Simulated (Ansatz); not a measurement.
**Molecular dynamics, with input and output: SiHClF3 (part 1 of 3)**

System: SiHClF3, multiplicity 2.
Method: UKS PBE-D4/6-31G (Ansatz 0.2.0).

It belongs to a series of runs on one base structure; here: dynamics from the start. Figures and captions count atoms from 1; the log counts them from 0 in places.

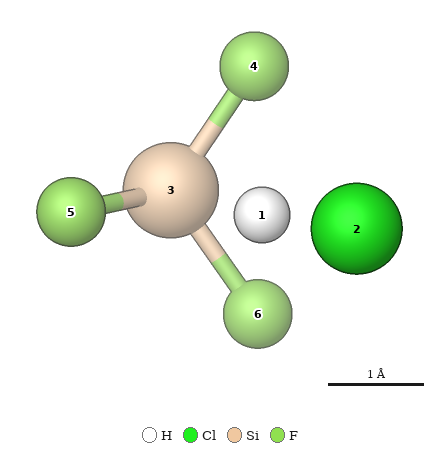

The input geometry (ball-and-stick view, seen at a tilt; atoms are numbered from 1 in the order of the input).

**The input**
```yaml
crystal:
  periodic: [false, false, false]
  atoms:
    - { symbol: H, position_ang: [-0.6143, -0.3565, -0.0427] }
    - { symbol: Cl, position_ang: [-2.1106, -1.2394, 0.0564] }
    - { symbol: Si, position_ang: [1.0119, 0.5864, 0.0185] }
    - { symbol: F, position_ang: [0.2272, 0.8335, 1.3889] }
    - { symbol: F, position_ang: [0.1579, 1.1407, -1.2134] }
    - { symbol: F, position_ang: [1.3278, -0.9647, -0.2077] }
magnetization:
  spin_polarized: true
  initial_magnetization: 1
basis:
  gaussian: { orbitals: "6-31G" }
hamiltonian:
  xc: pbe
  dispersion: d4
md:
  timestep: 0.5
  n_steps: 150
  ensemble: nve
  temperature: 1000.0
  initial_velocities: maxwell_boltzmann
  seed: 333670
```

Command:
```bash
ansatz run input.yaml --threads 1 --pin off --max-ram 2048MiB --backend cpu --events-out ev --progress --plain --runs-dir out
```

**Log**
```
Engine: ansatz 0.2.0, aarch64-unknown-linux-gnu
Functional definition: PBE
  parameter kappa = 0.804
  parameter beta = 0.06672455060314922
  exchange = pbe_x(kappa = kappa, mu = beta*pi^2/3)
  correlation = pbe_c(beta = beta)
616 factors; integrals over basis functions are off by at most 1.3e-4 eV
mean field evaluation 1: about -28541.5166 eV, gradient 3.6e1 eV
mean field evaluation 2: about -28526.6820 eV, gradient 7.5e1 eV
mean field evaluation 4: about -28546.1426 eV, gradient 4.2e0 eV
mean field evaluation 8: about -28546.2708 eV, gradient 6.2e-2 eV
mean field -28546.27084611 eV, -1049.0561042372 hartree, gradient 4.2e-5 eV, S^2 0.750987; 0 other end points of the search recorded, 0 dependent functions left out
the calculation of the forces begins
reference -28546.27088041 eV, -1049.0561054976 hartree; 30, 29 occupied and 25, 26 virtual orbitals, 616 factors
md step     0: t =     0.00 fs  T =  1000.0 K  F+E_penalty+E_count = -28546.39334237 eV  E_kin = 0.517040 eV  conserved = -28545.87630238 eV  (27 SCF iters)
these checks for a lower state are left out or cut short: starts, cluster_reference, orbital_swaps, neighbouring_geometries, increment
616 factors; integrals over basis functions are off by at most 1.2e-4 eV
mean field evaluation 16: about -28546.3759 eV, gradient 4.9e-1 eV
mean field -28546.37809711 eV, -1049.0600456388 hartree, gradient 2.8e-5 eV, S^2 0.750986; 0 other end points of the search recorded, 0 dependent functions left out
the calculation of the forces begins
reference -28546.37813142 eV, -1049.0600468995 hartree; 30, 29 occupied and 25, 26 virtual orbitals, 616 factors
md step     1: t =     0.50 fs  T =  1207.2 K  F+E_penalty+E_count = -28546.50070065 eV  E_kin = 0.624152 eV  conserved = -28545.87654908 eV  (27 SCF iters, 3 dispersion substeps)
[... from here on the SCF iterations and repeated set-up lines of each step are left out, up to the last step ...]
md step     2: t =     1.00 fs  T =  1530.9 K  F+E_penalty+E_count = -28546.66847962 eV  E_kin = 0.791531 eV  conserved = -28545.87694858 eV  (27 SCF iters, 3 dispersion substeps)
md step     3: t =     1.50 fs  T =  1958.3 K  F+E_penalty+E_count = -28546.89005399 eV  E_kin = 1.012523 eV  conserved = -28545.87753101 eV  (27 SCF iters, 3 dispersion substeps)
md step     4: t =     2.00 fs  T =  2470.5 K  F+E_penalty+E_count = -28547.15577099 eV  E_kin = 1.277368 eV  conserved = -28545.87840345 eV  (27 SCF iters, 3 dispersion substeps)
md step     5: t =     2.50 fs  T =  3040.1 K  F+E_penalty+E_count = -28547.45168109 eV  E_kin = 1.571858 eV  conserved = -28545.87982339 eV  (27 SCF iters, 3 dispersion substeps)
md step     6: t =     3.00 fs  T =  3624.1 K  F+E_penalty+E_count = -28547.75606655 eV  E_kin = 1.873795 eV  conserved = -28545.88227138 eV  (27 SCF iters, 3 dispersion substeps)
md step     7: t =     3.50 fs  T =  4151.7 K  F+E_penalty+E_count = -28548.03303015 eV  E_kin = 2.146600 eV  conserved = -28545.88643043 eV  (26 SCF iters, 3 dispersion substeps)
md step     8: t =     4.00 fs  T =  4509.6 K  F+E_penalty+E_count = -28548.22445162 eV  E_kin = 2.331656 eV  conserved = -28545.89279525 eV  (26 SCF iters, 3 dispersion substeps)
md step     9: t =     4.50 fs  T =  4539.9 K  F+E_penalty+E_count = -28548.24748203 eV  E_kin = 2.347315 eV  conserved = -28545.90016669 eV  (26 SCF iters, 3 dispersion substeps)
md step    10: t =     5.00 fs  T =  4096.3 K  F+E_penalty+E_count = -28548.02063994 eV  E_kin = 2.117960 eV  conserved = -28545.90267997 eV  (26 SCF iters, 3 dispersion substeps)
md step    11: t =     5.50 fs  T =  3220.0 K  F+E_penalty+E_count = -28547.55524945 eV  E_kin = 1.664872 eV  conserved = -28545.89037720 eV  (26 SCF iters, 3 dispersion substeps)
md step    12: t =     6.00 fs  T =  2349.0 K  F+E_penalty+E_count = -28547.08028866 eV  E_kin = 1.214511 eV  conserved = -28545.86577762 eV  (26 SCF iters, 3 dispersion substeps)
md step    13: t =     6.50 fs  T =  2142.7 K  F+E_penalty+E_count = -28546.96553607 eV  E_kin = 1.107881 eV  conserved = -28545.85765489 eV  (27 SCF iters, 3 dispersion substeps)
md step    14: t =     7.00 fs  T =  2799.3 K  F+E_penalty+E_count = -28547.32539491 eV  E_kin = 1.447356 eV  conserved = -28545.87803918 eV  (26 SCF iters, 3 dispersion substeps)
md step    15: t =     7.50 fs  T =  3806.3 K  F+E_penalty+E_count = -28547.86663339 eV  E_kin = 1.968023 eV  conserved = -28545.89861045 eV  (26 SCF iters, 3 dispersion substeps)
md step    16: t =     8.00 fs  T =  4552.1 K  F+E_penalty+E_count = -28548.25602615 eV  E_kin = 2.353639 eV  conserved = -28545.90238689 eV  (26 SCF iters, 3 dispersion substeps)
md step    17: t =     8.50 fs  T =  4811.7 K  F+E_penalty+E_count = -28548.38408694 eV  E_kin = 2.487846 eV  conserved = -28545.89624107 eV  (29 SCF iters, 3 dispersion substeps)
md step    18: t =     9.00 fs  T =  4667.6 K  F+E_penalty+E_count = -28548.30225537 eV  E_kin = 2.413331 eV  conserved = -28545.88892420 eV  (29 SCF iters, 3 dispersion substeps)
md step    19: t =     9.50 fs  T =  4285.4 K  F+E_penalty+E_count = -28548.09933282 eV  E_kin = 2.215705 eV  conserved = -28545.88362806 eV  (31 SCF iters, 3 dispersion substeps)
md step    20: t =    10.00 fs  T =  3801.4 K  F+E_penalty+E_count = -28547.84592433 eV  E_kin = 1.965493 eV  conserved = -28545.88043116 eV  (61 SCF iters, 3 dispersion substeps)
md step    21: t =    10.50 fs  T =  3303.5 K  F+E_penalty+E_count = -28547.58669785 eV  E_kin = 1.708058 eV  conserved = -28545.87863982 eV  (39 SCF iters, 3 dispersion substeps)
md step    22: t =    11.00 fs  T =  2842.9 K  F+E_penalty+E_count = -28547.34748748 eV  E_kin = 1.469876 eV  conserved = -28545.87761127 eV  (46 SCF iters, 3 dispersion substeps)
md step    23: t =    11.50 fs  T =  2447.5 K  F+E_penalty+E_count = -28547.14260199 eV  E_kin = 1.265442 eV  conserved = -28545.87716034 eV  (56 SCF iters, 3 dispersion substeps)
md step    24: t =    12.00 fs  T =  2129.0 K  F+E_penalty+E_count = -28546.97782165 eV  E_kin = 1.100762 eV  conserved = -28545.87705921 eV  (56 SCF iters, 3 dispersion substeps)
md step    25: t =    12.50 fs  T =  1889.2 K  F+E_penalty+E_count = -28546.85391108 eV  E_kin = 0.976802 eV  conserved = -28545.87710918 eV  (49 SCF iters, 3 dispersion substeps)
md step    26: t =    13.00 fs  T =  1726.4 K  F+E_penalty+E_count = -28546.76985237 eV  E_kin = 0.892622 eV  conserved = -28545.87723074 eV  (52 SCF iters, 3 dispersion substeps)
md step    27: t =    13.50 fs  T =  1637.0 K  F+E_penalty+E_count = -28546.72376009 eV  E_kin = 0.846379 eV  conserved = -28545.87738077 eV  (51 SCF iters, 3 dispersion substeps)
md step    28: t =    14.00 fs  T =  1616.4 K  F+E_penalty+E_count = -28546.71327978 eV  E_kin = 0.835747 eV  conserved = -28545.87753248 eV  (48 SCF iters, 3 dispersion substeps)
md step    29: t =    14.50 fs  T =  1659.9 K  F+E_penalty+E_count = -28546.73592909 eV  E_kin = 0.858254 eV  conserved = -28545.87767559 eV  (51 SCF iters, 3 dispersion substeps)
md step    30: t =    15.00 fs  T =  1762.8 K  F+E_penalty+E_count = -28546.78925391 eV  E_kin = 0.911441 eV  conserved = -28545.87781336 eV  (50 SCF iters, 3 dispersion substeps)
md step    31: t =    15.50 fs  T =  1920.5 K  F+E_penalty+E_count = -28546.87092192 eV  E_kin = 0.992960 eV  conserved = -28545.87796203 eV  (59 SCF iters, 3 dispersion substeps)
md step    32: t =    16.00 fs  T =  2128.8 K  F+E_penalty+E_count = -28546.97886762 eV  E_kin = 1.100692 eV  conserved = -28545.87817606 eV  (59 SCF iters, 3 dispersion substeps)
md step    33: t =    16.50 fs  T =  2382.3 K  F+E_penalty+E_count = -28547.11031647 eV  E_kin = 1.231726 eV  conserved = -28545.87859051 eV  (58 SCF iters, 3 dispersion substeps)
md step    34: t =    17.00 fs  T =  2668.5 K  F+E_penalty+E_count = -28547.25914894 eV  E_kin = 1.379739 eV  conserved = -28545.87940946 eV  (57 SCF iters, 3 dispersion substeps)
md step    35: t =    17.50 fs  T =  2963.7 K  F+E_penalty+E_count = -28547.41327108 eV  E_kin = 1.532341 eV  conserved = -28545.88093056 eV  (46 SCF iters, 3 dispersion substeps)
md step    36: t =    18.00 fs  T =  3225.2 K  F+E_penalty+E_count = -28547.55110138 eV  E_kin = 1.667582 eV  conserved = -28545.88351977 eV  (47 SCF iters, 3 dispersion substeps)
md step    37: t =    18.50 fs  T =  3384.5 K  F+E_penalty+E_count = -28547.63726936 eV  E_kin = 1.749901 eV  conserved = -28545.88736849 eV  (46 SCF iters, 3 dispersion substeps)
md step    38: t =    19.00 fs  T =  3346.5 K  F+E_penalty+E_count = -28547.62199376 eV  E_kin = 1.730260 eV  conserved = -28545.89173341 eV  (46 SCF iters, 3 dispersion substeps)
md step    39: t =    19.50 fs  T =  3020.7 K  F+E_penalty+E_count = -28547.45550117 eV  E_kin = 1.561826 eV  conserved = -28545.89367517 eV  (41 SCF iters, 3 dispersion substeps)
md step    40: t =    20.00 fs  T =  2408.2 K  F+E_penalty+E_count = -28547.13331849 eV  E_kin = 1.245131 eV  conserved = -28545.88818772 eV  (43 SCF iters, 3 dispersion substeps)
md step    41: t =    20.50 fs  T =  1716.2 K  F+E_penalty+E_count = -28546.76182860 eV  E_kin = 0.887352 eV  conserved = -28545.87447700 eV  (40 SCF iters, 3 dispersion substeps)
md step    42: t =    21.00 fs  T =  1330.5 K  F+E_penalty+E_count = -28546.55216287 eV  E_kin = 0.687925 eV  conserved = -28545.86423790 eV  (38 SCF iters, 3 dispersion substeps)
md step    43: t =    21.50 fs  T =  1510.4 K  F+E_penalty+E_count = -28546.65089822 eV  E_kin = 0.780927 eV  conserved = -28545.86997144 eV  (39 SCF iters, 3 dispersion substeps)
md step    44: t =    22.00 fs  T =  2113.1 K  F+E_penalty+E_count = -28546.97688942 eV  E_kin = 1.092575 eV  conserved = -28545.88431453 eV  (39 SCF iters, 3 dispersion substeps)
md step    45: t =    22.50 fs  T =  2753.2 K  F+E_penalty+E_count = -28547.31622573 eV  E_kin = 1.423513 eV  conserved = -28545.89271238 eV  (37 SCF iters, 3 dispersion substeps)
md step    46: t =    23.00 fs  T =  3153.4 K  F+E_penalty+E_count = -28547.52291912 eV  E_kin = 1.630444 eV  conserved = -28545.89247471 eV  (147 SCF iters, 3 dispersion substeps)
md step    47: t =    23.50 fs  T =  3259.9 K  F+E_penalty+E_count = -28547.57383547 eV  E_kin = 1.685492 eV  conserved = -28545.88834361 eV  (36 SCF iters, 3 dispersion substeps)
md step    48: t =    24.00 fs  T =  3147.3 K  F+E_penalty+E_count = -28547.51140986 eV  E_kin = 1.627278 eV  conserved = -28545.88413206 eV  (37 SCF iters, 3 dispersion substeps)
md step    49: t =    24.50 fs  T =  2913.9 K  F+E_penalty+E_count = -28547.38773510 eV  E_kin = 1.506583 eV  conserved = -28545.88115244 eV  (39 SCF iters, 3 dispersion substeps)
md step    50: t =    25.00 fs  T =  2635.1 K  F+E_penalty+E_count = -28547.24186517 eV  E_kin = 1.362471 eV  conserved = -28545.87939457 eV  (43 SCF iters, 3 dispersion substeps)
md step    51: t =    25.50 fs  T =  2357.6 K  F+E_penalty+E_count = -28547.09745807 eV  E_kin = 1.218964 eV  conserved = -28545.87849421 eV  (42 SCF iters, 3 dispersion substeps)
md step    52: t =    26.00 fs  T =  2105.8 K  F+E_penalty+E_count = -28546.96689070 eV  E_kin = 1.088778 eV  conserved = -28545.87811291 eV  (42 SCF iters, 3 dispersion substeps)
md step    53: t =    26.50 fs  T =  1889.6 K  F+E_penalty+E_count = -28546.85502348 eV  E_kin = 0.977011 eV  conserved = -28545.87801212 eV  (41 SCF iters, 3 dispersion substeps)
md step    54: t =    27.00 fs  T =  1709.6 K  F+E_penalty+E_count = -28546.76192306 eV  E_kin = 0.883907 eV  conserved = -28545.87801618 eV  (41 SCF iters, 3 dispersion substeps)
md step    55: t =    27.50 fs  T =  1564.4 K  F+E_penalty+E_count = -28546.68690745 eV  E_kin = 0.808842 eV  conserved = -28545.87806512 eV  (42 SCF iters, 3 dispersion substeps)
md step    56: t =    28.00 fs  T =  1453.1 K  F+E_penalty+E_count = -28546.62942413 eV  E_kin = 0.751294 eV  conserved = -28545.87812997 eV  (43 SCF iters, 3 dispersion substeps)
md step    57: t =    28.50 fs  T =  1374.0 K  F+E_penalty+E_count = -28546.58862572 eV  E_kin = 0.710437 eV  conserved = -28545.87818888 eV  (43 SCF iters, 3 dispersion substeps)
md step    58: t =    29.00 fs  T =  1325.7 K  F+E_penalty+E_count = -28546.56365602 eV  E_kin = 0.685423 eV  conserved = -28545.87823287 eV  (43 SCF iters, 3 dispersion substeps)
md step    59: t =    29.50 fs  T =  1306.7 K  F+E_penalty+E_count = -28546.55386669 eV  E_kin = 0.675608 eV  conserved = -28545.87825909 eV  (43 SCF iters, 3 dispersion substeps)
md step    60: t =    30.00 fs  T =  1316.4 K  F+E_penalty+E_count = -28546.55888846 eV  E_kin = 0.680621 eV  conserved = -28545.87826713 eV  (43 SCF iters, 3 dispersion substeps)
md step    61: t =    30.50 fs  T =  1354.6 K  F+E_penalty+E_count = -28546.57864563 eV  E_kin = 0.700390 eV  conserved = -28545.87825544 eV  (43 SCF iters, 3 dispersion substeps)
md step    62: t =    31.00 fs  T =  1421.8 K  F+E_penalty+E_count = -28546.61336828 eV  E_kin = 0.735142 eV  conserved = -28545.87822635 eV  (42 SCF iters, 3 dispersion substeps)
md step    63: t =    31.50 fs  T =  1519.1 K  F+E_penalty+E_count = -28546.66359494 eV  E_kin = 0.785417 eV  conserved = -28545.87817780 eV  (41 SCF iters, 3 dispersion substeps)
md step    64: t =    32.00 fs  T =  1648.0 K  F+E_penalty+E_count = -28546.73019202 eV  E_kin = 0.852083 eV  conserved = -28545.87810947 eV  (44 SCF iters, 3 dispersion substeps)
md step    65: t =    32.50 fs  T =  1810.9 K  F+E_penalty+E_count = -28546.81435562 eV  E_kin = 0.936331 eV  conserved = -28545.87802482 eV  (44 SCF iters, 3 dispersion substeps)
md step    66: t =    33.00 fs  T =  2010.7 K  F+E_penalty+E_count = -28546.91756269 eV  E_kin = 1.039630 eV  conserved = -28545.87793295 eV  (42 SCF iters, 3 dispersion substeps)
md step    67: t =    33.50 fs  T =  2250.4 K  F+E_penalty+E_count = -28547.04139877 eV  E_kin = 1.163541 eV  conserved = -28545.87785822 eV  (47 SCF iters, 3 dispersion substeps)
md step    68: t =    34.00 fs  T =  2532.2 K  F+E_penalty+E_count = -28547.18709917 eV  E_kin = 1.309252 eV  conserved = -28545.87784754 eV  (41 SCF iters, 3 dispersion substeps)
md step    69: t =    34.50 fs  T =  2856.6 K  F+E_penalty+E_count = -28547.35494933 eV  E_kin = 1.476985 eV  conserved = -28545.87796425 eV  (40 SCF iters, 3 dispersion substeps)
md step    70: t =    35.00 fs  T =  3222.6 K  F+E_penalty+E_count = -28547.54456240 eV  E_kin = 1.666223 eV  conserved = -28545.87833942 eV  (38 SCF iters, 3 dispersion substeps)
md step    71: t =    35.50 fs  T =  3622.6 K  F+E_penalty+E_count = -28547.75229680 eV  E_kin = 1.873025 eV  conserved = -28545.87927207 eV  (39 SCF iters, 3 dispersion substeps)
md step    72: t =    36.00 fs  T =  4031.4 K  F+E_penalty+E_count = -28547.96554028 eV  E_kin = 2.084374 eV  conserved = -28545.88116586 eV  (34 SCF iters, 3 dispersion substeps)
md step    73: t =    36.50 fs  T =  4397.8 K  F+E_penalty+E_count = -28548.15844421 eV  E_kin = 2.273845 eV  conserved = -28545.88459924 eV  (33 SCF iters, 3 dispersion substeps)
md step    74: t =    37.00 fs  T =  4632.4 K  F+E_penalty+E_count = -28548.28523090 eV  E_kin = 2.395157 eV  conserved = -28545.89007351 eV  (33 SCF iters, 3 dispersion substeps)
md step    75: t =    37.50 fs  T =  4601.6 K  F+E_penalty+E_count = -28548.27615303 eV  E_kin = 2.379232 eV  conserved = -28545.89692086 eV  (31 SCF iters, 3 dispersion substeps)
md step    76: t =    38.00 fs  T =  4164.2 K  F+E_penalty+E_count = -28548.05390180 eV  E_kin = 2.153041 eV  conserved = -28545.90086105 eV  (30 SCF iters, 3 dispersion substeps)
md step    77: t =    38.50 fs  T =  3306.0 K  F+E_penalty+E_count = -28547.60246793 eV  E_kin = 1.709356 eV  conserved = -28545.89311152 eV  (31 SCF iters, 3 dispersion substeps)
md step    78: t =    39.00 fs  T =  2344.1 K  F+E_penalty+E_count = -28547.08348210 eV  E_kin = 1.211998 eV  conserved = -28545.87148376 eV  (27 SCF iters, 3 dispersion substeps)
md step    79: t =    39.50 fs  T =  1883.8 K  F+E_penalty+E_count = -28546.83164654 eV  E_kin = 0.974018 eV  conserved = -28545.85762848 eV  (27 SCF iters, 3 dispersion substeps)
md step    80: t =    40.00 fs  T =  2268.1 K  F+E_penalty+E_count = -28547.04381245 eV  E_kin = 1.172675 eV  conserved = -28545.87113740 eV  (27 SCF iters, 3 dispersion substeps)
md step    81: t =    40.50 fs  T =  3163.5 K  F+E_penalty+E_count = -28547.52845635 eV  E_kin = 1.635640 eV  conserved = -28545.89281605 eV  (26 SCF iters, 3 dispersion substeps)
md step    82: t =    41.00 fs  T =  3965.3 K  F+E_penalty+E_count = -28547.95097195 eV  E_kin = 2.050224 eV  conserved = -28545.90074843 eV  (27 SCF iters, 3 dispersion substeps)
md step    83: t =    41.50 fs  T =  4353.0 K  F+E_penalty+E_count = -28548.14756150 eV  E_kin = 2.250663 eV  conserved = -28545.89689824 eV  (30 SCF iters, 3 dispersion substeps)
md step    84: t =    42.00 fs  T =  4338.2 K  F+E_penalty+E_count = -28548.13307748 eV  E_kin = 2.242999 eV  conserved = -28545.89007819 eV  (30 SCF iters, 3 dispersion substeps)
md step    85: t =    42.50 fs  T =  4061.6 K  F+E_penalty+E_count = -28547.98464054 eV  E_kin = 2.100004 eV  conserved = -28545.88463690 eV  (30 SCF iters, 3 dispersion substeps)
md step    86: t =    43.00 fs  T =  3656.7 K  F+E_penalty+E_count = -28547.77193953 eV  E_kin = 1.890681 eV  conserved = -28545.88125832 eV  (27 SCF iters, 3 dispersion substeps)
```
